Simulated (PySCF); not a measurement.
System: BH$_{4}$Si (SMILES [BH][SiH3]) (doublet).

```xyz
6

B     1.3501   -0.4081    0.0597
Si   -0.5038    0.0346   -0.0205
H     2.4513   -0.0567   -0.0090
H    -1.1040   -0.0781    1.3228
H    -0.9177    1.3821   -0.4805
H    -1.2727   -0.8719   -0.8940
```

Geometry: GFN2-xTB.

Method: UKS B3LYP, pcH-1 on B H Si, non-relativistic, mean-field spin-orbit, GIAO (PySCF 2.14.0, density-fitted response routines).

Q: What will maps of the electron density, electron localisation function and spin density show?

A: Si–B (1.91 Å): ρ is about 0.88 e/Å³ halfway; the ELF peaks at about 1 between the atoms, as expected for a covalent bond.
B–H (1.16 Å): ρ at the midpoint is about 1.4 e/Å³; the ELF climbs to about 1 towards the hydrogen, as it does in any bond to H (a covalent bond by its length).
Si–H (1.48 Å): the density is about 0.78 e/Å³ at the midpoint; the ELF climbs to about 1 towards the hydrogen.
The unpaired spin (1 electron) lies mostly on B1 (about 0.8) and Si2 (about 0.1), in electrons by Hirshfeld's partition.

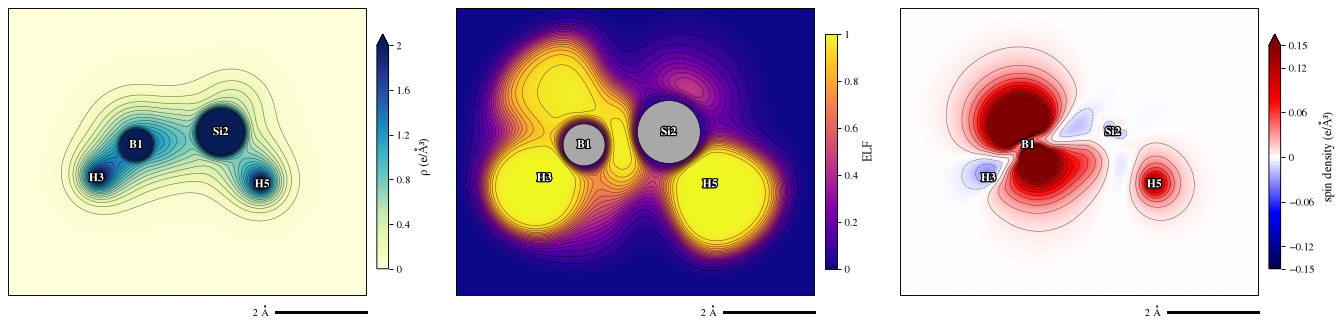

Computed electron density, electron localisation function and spin density on the plane of atoms B1, Si2 and H5, in this order. Grey discs cover the atomic cores in the ELF map. 
